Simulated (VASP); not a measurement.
Band structure of HfC (rock salt). Level of theory: r2SCAN+rVV10, VASP's PBE PAW potentials (set 64) (plane waves; VASP).

Unless said otherwise, spin-orbit coupling is left out, though it shifts the bands of the heavy elements here.

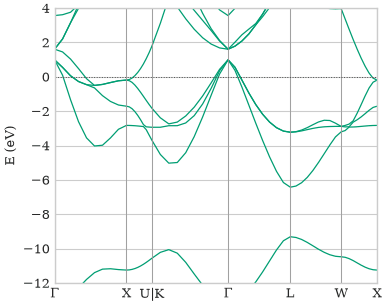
*Bands along high-symmetry lines, zero at the valence-band maximum or, without a gap, the Fermi level*

Task: Read the plot: is there a gap, and where are the band edges?

Result: It has no gap at this level: it comes out as a metal or semimetal.

The compound is HfC in the rock salt structure. It was relaxed first.
